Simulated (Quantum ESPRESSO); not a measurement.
## Convergence study of the plane-wave cutoff for LiMoN₂ (R3m, 4 atoms in the cell)

```xyz
4
Lattice="1.4529 0.8388 5.3255 -1.4529 0.8388 5.3255 0.0000 -1.6777 5.3255" Properties=species:S:1:pos:R:3 pbc="T T T"
Li     0.0000     0.0000     6.6577
Mo     0.0000     0.0000     9.3609
N      0.0000     0.0000    13.4621
N      0.0000     0.0000    15.9214
```

Computed with LDA (PZ), GBRV 1.5 ultrasoft (LDA) pseudopotentials (plane waves; Quantum ESPRESSO).

Base settings: ecutwfc = 40 Ry; ecutrho = 320 Ry; occupations = smearing; smearing = gauss; degauss = 0.0073499 Ry; potentials = {Li: li_lda_v1.4.uspp.F.UPF, Mo: mo_lda_v1.uspp.F.UPF, N: n_lda_v1.2.uspp.F.UPF}; K_POINTS = automatic 5 5 5 0 0 0; conv_thr = 1e-10 Ry; mixing_beta = 0.5.

Moved along: ecutrho.

The mesh stays at the base's, so the ladder's end is converged at best in this setting alone.

Only quantities that move along the ladder and can be compared are tabulated.

The count of work is k-points × plane waves × bands × iterations; it is no time. 

The starting cell comes from a database of computed structures (which also holds hypothetical and non-ambient phases and stackings), without a prior relaxation at this level. Its lattice was rescaled by up to half a per cent. One atom was moved a little off its site on purpose. Spin polarisation is off; with an odd number of electrons in the cell that forces a metal, and a magnetic state may lie lower. In the base run, with a pressure of about -12 GPa the cell is away from its equilibrium volume at this level. Without a gap this mesh is coarse (it stands for a supercell whose shortest vector is 15 Å).

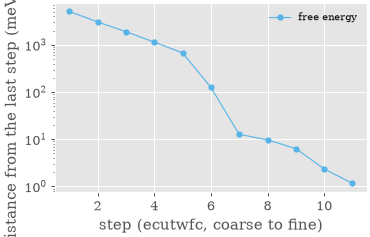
Figure: Distance from the last step along the ladder; very small values are drawn at a floor.

| ecutwfc | free energy less the last step's (meV/atom) | pressure (GPa) | largest difference of a force vector from the last step's (eV/Å) | count of work / last |
|---|---|---|---|---|
| 14 Ry | 5110.78 | -208.56 | 1.273 | 0.054 |
| 16 Ry | 3071.69 | -142.81 | 0.217 | 0.070 |
| 18 Ry | 1907.03 | -104.43 | 0.073 | 0.077 |
| 20 Ry | 1145.71 | -75.65 | 0.148 | 0.096 |
| 22 Ry | 677.97 | -55.19 | 0.032 | 0.11 |
| 28 Ry | 125.78 | -24.18 | 0.003 | 0.16 |
| 36 Ry | 12.72 | -12.82 | 0.000 | 0.23 |
| 40 Ry | 9.71 | -12.25 | 0.000 | 0.27 |
| 48 Ry | 6.36 | -12.39 | 0.001 | 0.35 |
| 60 Ry | 2.35 | -12.20 | 0.000 | 0.50 |
| 80 Ry | 1.16 | -12.18 | 0.000 | 0.76 |
| 96 Ry | 0.00 | -12.20 | 0.000 | 1.0 |

Coarsest ecutwfc that holds the free energy within 5 meV/atom of the last step, with all finer ones: 60 Ry; the step before is off by 6.4 meV/atom.

Coarsest ecutwfc that holds the pressure within 0.1 GPa of the last step, with all finer ones: 60 Ry; the step before is off by 0.20 GPa.

Coarsest ecutwfc that holds the forces within 0.02 eV/Å of the last step, with all finer ones: 28 Ry, at 0.16 of the last step's count of work; the step before is off by 0.032 eV/Å.

At the lowest cutoff the pressure lies 196 GPa under the last step's, the usual sign of Pulay stress in an incomplete plane-wave basis.
